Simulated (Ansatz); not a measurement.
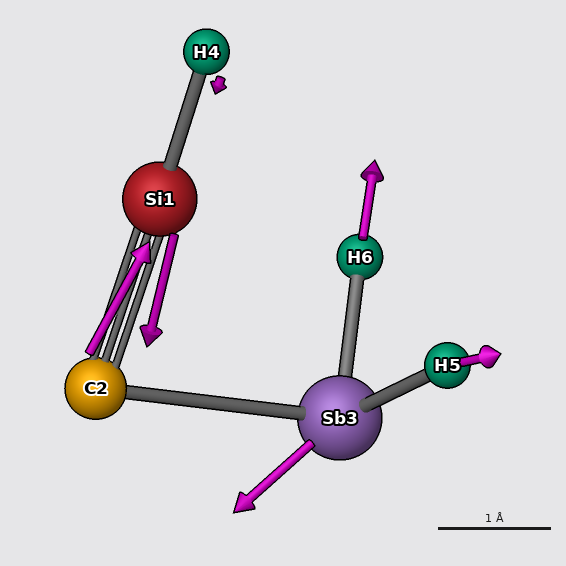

Arrows show the forces on the atoms, 0.3 Å of arrow for 1 eV/Å; forces under a tenth of the largest aren't drawn. Level of theory: PBE0-D4/def2-TZVPP (Ansatz 0.2.0).

Which bond do the forces act along most?

Si1–C2, now 1.894 Å: the forces pull its atoms together, so a first step downhill shortens it.

List the force components in the frame of the picture (x right, y up, z towards the viewer), in eV/Å.

```tsv
atom	Fx	Fy	Fz
Si1	−0.82	−3.38	−1.44
C2	1.82	3.37	0.94
Sb3	−2.37	−2.11	0.82
H4	−0.18	−0.51	−0.19
H5	1.18	0.26	1.18
H6	0.37	2.38	−1.30
```
